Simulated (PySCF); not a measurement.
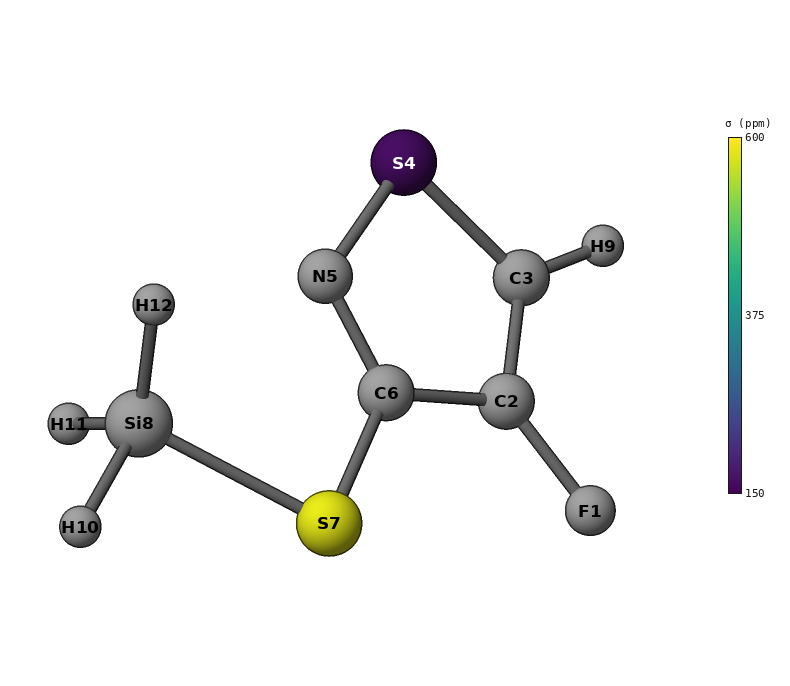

Atoms are coloured by their isotropic NMR shieldings (S only, the others grey). Geometry: a frame of a GFN2-xTB molecular-dynamics simulation, not a minimum. Method: GIAO PBE0/pcSseg-1 NMR shielding, non-relativistic, gas phase (PySCF 2.14.0).

List the isotropic NMR shieldings of the S atoms.

```tsv
atom	σ (ppm)
S4	166.8
S7	579.6
```
